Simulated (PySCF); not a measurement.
C3H8N2Si

Input

```
{"job": {"kind": "nmr", "xc": "PBE0", "basis": "pcSseg-1"}, "charge": 0, "multiplicity": 1}
N      2.004365     0.796438    -0.509166
C      1.556941    -0.299338    -0.093248
C      0.267659    -0.370884     0.649938
C     -0.846741    -1.010708    -0.204105
Si    -1.676878     0.713959    -0.240745
N     -0.383564     0.908335     0.878591
H      2.883205     0.749994    -1.020277
H      2.038796    -1.278982    -0.238701
H      0.447137    -0.901795     1.595994
H     -1.372367    -1.803772     0.317869
H     -0.485739    -1.403946    -1.150136
H     -2.969321     0.859445     0.425765
H     -1.662116     1.348586    -1.560386
H      0.197945     1.692194     1.126440
```

Run with:

```sh
OMP_NUM_THREADS=1 python probes_run.py task.json out
```

Geometry: GFN2-xTB.

All numbers below come from PBE0/pcSseg-1, SCF density, gas phase, non-relativistic in PySCF 2.14.0.

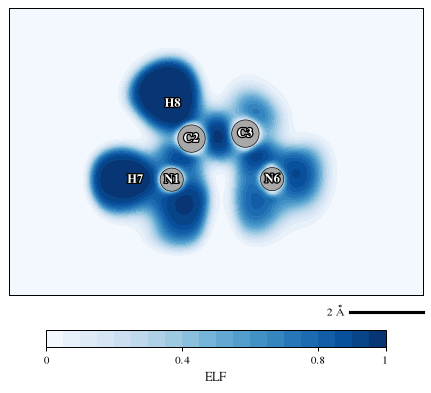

Figure 1. Electron localisation function on the plane of atoms N1, C2 and C3. Grey discs cover the atomic cores.

What does the map show?

Answer.
- The plane passes through N, C and H nuclei.
- C–N (1.25 Å): the ELF peaks at about 0.90 between the atoms: a short, multiple covalent bond.
- C–C (1.49 Å): the ELF peaks at about 0.95 between the atoms; a covalent bond.
- N–H (1.02 Å): the ELF climbs to about 1 towards the hydrogen, as it does in any bond to H; an ordinary covalent bond to hydrogen.
- C–N (1.45 Å): the ELF peaks at about 0.90 between the atoms; a covalent bond.
- The ELF also peaks beside N1, away from the bonds: lone-pair regions.

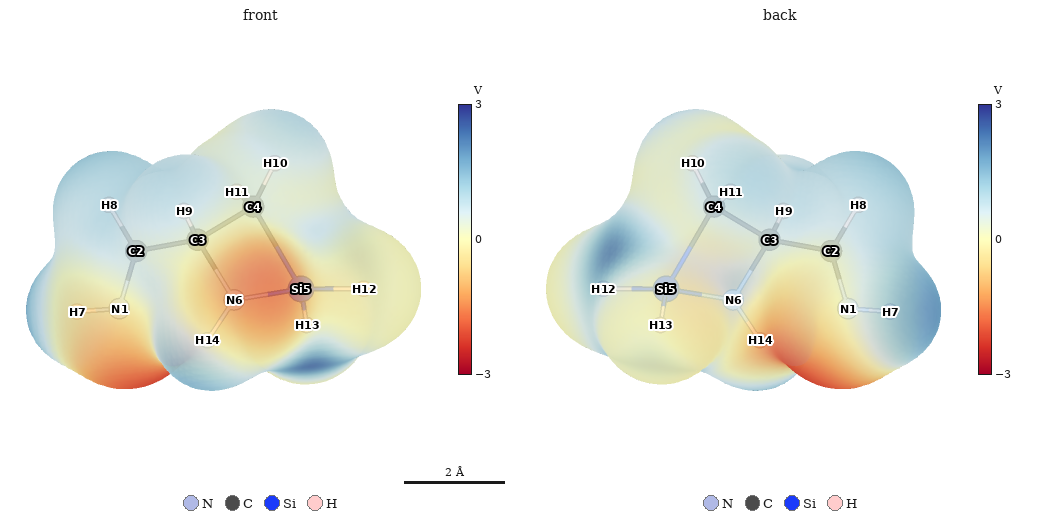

Figure 2. The electrostatic potential painted on the density surface at 0.004 e/bohr³, seen from the front and from behind; the colour scale runs from red (negative) to blue (positive).

Which sites attract a positive test charge, and which a negative one?

Answer. A positive charge is drawn to the negative regions and a negative charge to the positive ones. The most negative region (about −2.1 V) lies over N1, the most positive (about +2.2 V) over Si5. N1 is the likeliest acceptor of a hydrogen bond.

What dipole moment does the calculation give?

Answer. Its dipole moment is 1.76 D.
